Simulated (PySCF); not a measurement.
C2H7Al, SMILES `C[AlH]C`.

Method: B3LYP/def2-SVPD; geometry: GFN2-xTB; program: PySCF. No frequency check shows the geometry to be a minimum.

Input

```python
import numpy as np
from pyscf import gto, scf, dft, tdscf
from pyscf.scf import atom_ks, atom_hf
from scipy.linalg import block_diag

def solve(mol, dm0=None, hcore=None):
    mf = (dft.UKS if mol.spin else dft.RKS)(mol, xc='b3lyp')
    mf.grids.level = 3
    mf = mf.density_fit(auxbasis='def2-universal-jkfit')
    mf.conv_tol, mf.max_cycle = 1e-8, 80
    if hcore is not None:
        mf.get_hcore = lambda *args: hcore
    mf.kernel(dm0)
    if not mf.converged:
        mf = mf.newton().run(mf.mo_coeff, mf.mo_occ, max_cycle=30)
    assert mf.converged, 'SCF not converged'
    return mf

mol = gto.M(atom='''
C     -1.79270     0.39394     0.00012
Al    -0.00002    -0.46947    -0.00032
C      1.79286     0.39377     0.00016
H     -2.58809    -0.36198     0.00005
H     -1.96832     1.03089     0.87504
H     -1.96814     1.03167    -0.87445
H     -0.00151    -2.02320     0.00130
H      2.58818    -0.36222    -0.00017
H      1.96854     1.03119    -0.87441
H      1.96868     1.03041     0.87509
''', basis='def2-svpd', charge=0, spin=0, verbose=4)
mf = solve(mol)
td = mf.TDDFT()
td.nstates, td.singlet, td.conv_tol = 4, True, 1e-5
td.kernel()
td.analyze()
x, y = np.array([p[0] for p in td.xy]), np.array([p[1] + 0 * p[0] for p in td.xy])
f, mu = td.oscillator_strength(), td.transition_dipole()
nto = [td.get_nto(state=i + 1, verbose=4) for i in range(len(td.e))]
# spherically averaged free atoms, for the promolecule
atm = atom_ks.get_atm_nrks(mol, xc='b3lyp')
pro = block_diag(*[(atm[a[0]][2] * atm[a[0]][3]) @ atm[a[0]][2].T for a in mol._atom])
np.savez('result.npz', e=td.e, f=f, ok=td.converged, w=[n[0] for n in nto], nto=[n[1] for n in nto], x=x, y=y, c=mf.mo_coeff, occ=mf.mo_occ, eps=mf.mo_energy, pro=pro, mu=mu)
```

Run with:

```sh
OMP_NUM_THREADS=1 python input.py
```

The run took 3.4 min on 1 thread of Intel(R) Xeon(R) Platinum 8259CL CPU @ 2.50GHz (Skylake/Cascade Lake), on a shared host, peak memory 0.7 GiB.

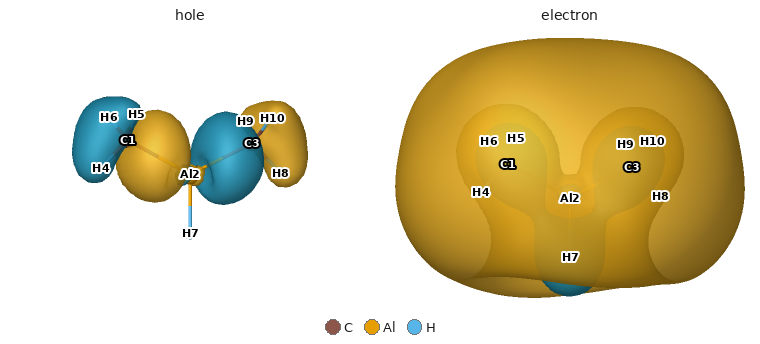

Leading natural transition orbital pair of S₃ (full linear response singlet states); the surfaces enclose about 85 % of each orbital's density.

Q: Characterise the state.

A: 6.66 eV (186 nm), f = 0.127 (bright), σ → diffuse (Rydberg-like) orbital; the leading pair carries 99 %; hole on C1 and C3 (30 % each) and Al2 (21 %), electron on Al2 (41 %), H5, H6, H9 and H10 (8 % each) and C1 and C3 (7 % each) (atom shares of so diffuse an orbital are rough); their centroids lie 0.1 Å apart; S₄ lies within 0.1 eV of it. In canonical orbitals it is mainly HOMO → LUMO+1 (98 %). The HOMO–LUMO gap is 6.49 eV.
